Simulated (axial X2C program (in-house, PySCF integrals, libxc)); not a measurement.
# TaNC⁻: bond lengths and stretches, held linear

How do method and spin–orbit coupling move the bonds and stretches of TaNC⁻, held linear?

Method: all-electron X2C, two-component (2c) or spin-free, Ta dyall-v3z, N dyall-av3z, C dyall-v3z; program: an in-house X2C program for linear molecules on PySCF integrals.

All values are calculated.

2 further runs of the same task are left out: 2 set aside as unsound or not needed.

## Step 1: Set-up

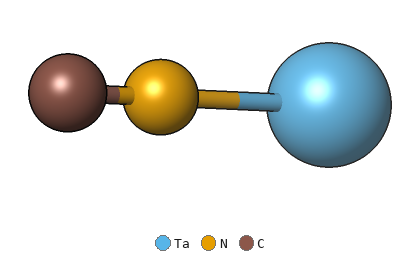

The atoms on one line, bonds 2.120 and 1.170 Å (tantalum blue, nitrogen amber, carbon brown).

Input file task.json:

```json
{"zs": [73, 7, 6], "q": -1, "bas": ["dyall-v3z", "dyall-av3z", "dyall-v3z"], "r0": [2.12, 1.17], "symm": 0, "scan": ["PBE0", "HF", "BHandHLYP"], "levels": ["PBE0", "HF", "B3LYP"], "nst": 2}
```

Keys: zs atomic numbers; q charge; bas basis sets; r0 starting distance in Å; symm equal bonds; scan levels of the two-bond scan; levels methods; nst determinants followed.

Command:

```
python solin.py task.json out
```

Masses Ta 180.948, N 14.003, C 12.000 u.

## Step 2: Scan at PBE0, 2c

State: Ω = 1/2 (beyond evenly filled blocks: ω = 1/2). Energies above the lowest point, from the job's result record:

```
r(Ta–N) (Å)  r(N–C) (Å)  E (meV)
     1.9841      1.1515    66.73
     1.9841      1.1810    14.97
     1.9841      1.2105    48.22
     2.0350      1.1515    42.45
     2.0350      1.1810     0.00
     2.0350      1.2105    43.28
     2.0350      1.2401   156.53
     2.0859      1.1515    50.63
     2.0859      1.1810    15.72
     2.0859      1.2105    67.17
     2.1368      1.1810    54.92
     2.1368      1.2401   242.25
```

A quadratic surface with cubic terms in each bond gives the minimum at 2.032 and 1.180 Å, force constants 1.9, 15.8 and coupling 0.87 mdyn/Å.

## Step 3: Scan at BHandHLYP, 2c

State: Ω = 1/2 (beyond evenly filled blocks: ω = 1/2). Energies above the lowest point, from the job's result record:

```
r(Ta–N) (Å)  r(N–C) (Å)  E (meV)
     1.9841      1.1515    79.81
     1.9841      1.1810    73.88
     1.9841      1.2105   152.91
     2.0350      1.1515    21.87
     2.0350      1.1810    24.56
     2.0350      1.2105   113.08
     2.0350      1.2401   271.57
     2.0859      1.1515     0.00
     2.0859      1.1810     9.48
     2.0859      1.2105   105.46
     2.1368      1.1810    21.28
     2.1368      1.2401   296.42
```

A quadratic surface with cubic terms in each bond gives the minimum at 2.097 and 1.162 Å, force constants 1.5, 17.5 and coupling 0.80 mdyn/Å.

## Step 4: Scan at PBE0, spin-free

State: M_S = 3/2, Λ = 2 (beyond evenly filled blocks: π+α, π-α, δ+α). Energies above the lowest point, from the job's result record:

```
r(Ta–N) (Å)  r(N–C) (Å)  E (meV)
     1.9841      1.1515    67.54
     1.9841      1.1810    15.49
     1.9841      1.2105    48.43
     2.0350      1.1515    42.61
     2.0350      1.1810     0.00
     2.0350      1.2105    43.12
     2.0350      1.2401   156.20
     2.0859      1.1515    50.51
     2.0859      1.1810    15.56
     2.0859      1.2105    66.95
     2.1368      1.1810    54.86
     2.1368      1.2401   242.22
```

A quadratic surface with cubic terms in each bond gives the minimum at 2.033 and 1.180 Å, force constants 1.92, 15.8 and coupling 0.89 mdyn/Å.

## Step 5: Comparison

| level | r(Ta–N) (Å) | r(N–C) (Å) | lower stretch (cm⁻¹) | upper stretch (cm⁻¹) |
| --- | --- | --- | --- | --- |
| PBE0, 2c | 2.032 | 1.180 | 376.5 | 2008.9 |
| BHandHLYP, 2c | 2.097 | 1.162 | 334.0 | 2116.8 |
| PBE0, spin-free | 2.033 | 1.180 | 378.1 | 2008.0 |
| BHandHLYP, spin-free | 2.096 | 1.163 | 335.4 | 2113.5 |

Scans not shown above were run alike.

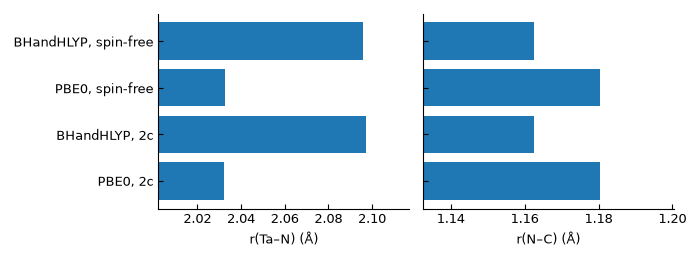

The two bond lengths by level.

**Reading.** Over the levels the Ta–N bond spans 2.032 to 2.097 Å and the N–C bond 1.162 to 1.180 Å. At PBE0 spin–orbit coupling leaves both bonds unchanged to 0.001 Å. Each state is one determinant, the lowest of a limited PBE0 search; the stretches come from a fit to few points and are good to some per cent at best. For an anion the highest level of a functional can be positive, and the basis then holds the extra electron. The molecule was held linear; bending was not examined, so a bent shape may lie lower. Note: functional without a current term on a determinant with orbital currents, of the molecule or an atom. Note: several unpaired electrons, one determinant need not be a pure state.
